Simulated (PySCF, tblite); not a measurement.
**C₅H₉OSi radical: geometry, infrared bands and EPR parameters**

Wanted: the infrared bands and EPR parameters of C₅H₉OSi radical (`[O]C[C@H]1C=CC[SiH2]1`), by calculation.

Programs: tblite 0.8.0 and PySCF 2.14.0, with density-fitted response routines of our own. Each step states its level of theory. These are calculated values for one molecule in the gas phase, unless marked as measured. Atoms count from 0, in the outputs and in this text.

**1. The starting structure**

16 atoms, charge 0, multiplicity 2; geometry from: force field or distance geometry start.

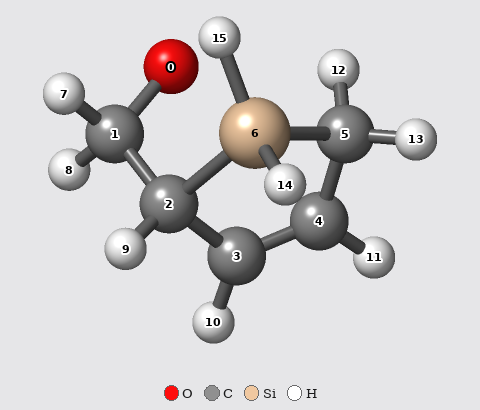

The starting geometry (oxygen red, carbon grey, silicon light orange, hydrogen white), atoms numbered; sticks join atoms by distance.

**2. Optimising the geometry with GFN2-xTB**

The job: settings as JSON, then the geometry in Å.

```
{"job": {"kind": "relax", "xc": "GFN2-xTB", "basis": "xTB"}, "charge": 0, "multiplicity": 2}
O      0.840300    -0.527000     1.758200
C      1.658300    -0.326300     0.640900
C      0.905600     0.052000    -0.589100
C     -0.076500    -0.992300    -0.960500
C     -1.253400    -0.920200    -0.453900
C     -1.605000     0.197800     0.426700
Si    -0.288900     1.438800    -0.068100
H      2.395100     0.469200     0.933100
H      2.285400    -1.238900     0.466400
H      1.537500     0.377900    -1.413300
H      0.240700    -1.831500    -1.637200
H     -2.048100    -1.695500    -0.694900
H     -1.526400    -0.068300     1.519000
H     -2.602300     0.591100     0.180300
H     -0.690000     2.280000    -1.204400
H      0.220000     2.202200     1.085300
```

Started as:

```bash
> OMP_NUM_THREADS=1 python probes_run.py task.json out
```

This one command runs all jobs of the session in turn.

**Question.** This job is followed by: GFN2-xTB harmonic vibrations, gas phase; UKS B3LYP, pcH-1 on C H O Si, non-relativistic, mean-field spin-orbit, GIAO. What will the session give for the following? strongest single infrared mode (GFN2-xTB); zero-point energy (GFN2-xTB); g(iso) (B3LYP); ⟨S²⟩; largest a(iso); potential on the surface of density 0.002 e/bohr³, 1st and 99th percentile; property runs in this session.

The runs gave:

| quantity | value |
| --- | --- |
| strongest single infrared mode (GFN2-xTB) | 2122 cm⁻¹, 354 km/mol |
| zero-point energy (GFN2-xTB) | 75.4 kcal/mol |
| g(iso) (B3LYP) | 2.01507 |
| ⟨S²⟩ | 0.756 (exact 0.75) |
| largest a(iso) | 1H on H7, 266.2 MHz |
| potential on the surface of density 0.002 e/bohr³, 1st and 99th percentile | -1.29 V and 1.11 V |
| property runs in this session | 1, of which 0 failed and 1 gave unsound results |

The optimisation took 62 steps and gained 0.670 eV; among the close pairs (by a distance rule), C1–C2 changed most, from 1.491 to 1.599 Å. No mode is imaginary among the 42: a minimum at this level. The strongest single mode, at 2122 cm⁻¹, moves mainly H14. Unscaled tight-binding wavenumbers are off by several per cent, some by more. Its intensities can rank the bands wrongly. O0 carries the largest spin population, 0.69 e. The isotropic g lies 12.8 ppt above the free-electron value. These values are not to be trusted: the run shows nearly degenerate orbitals, where second-order g theory doesn't apply.
